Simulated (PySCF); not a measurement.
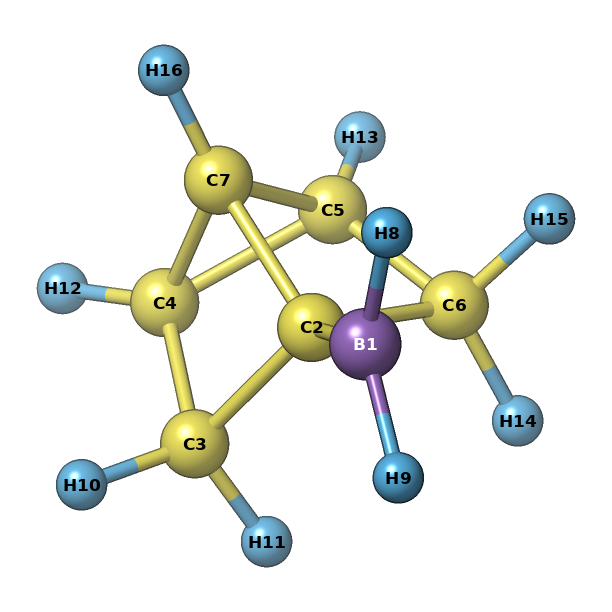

C2 lies behind B1. The molecule seen a little off the B1–C2 bond, B1 in front. Depth is shown by fading: the farther an atom, the more it takes the colour of the background. Geometry: a frame of a GFN2-xTB molecular-dynamics simulation, not a minimum.

Question: What is the torsion angle H8–B1–C2–C3? The sign is positive where the front bond must turn clockwise to cover the back bond.

Answer: −145°, anticlinal.
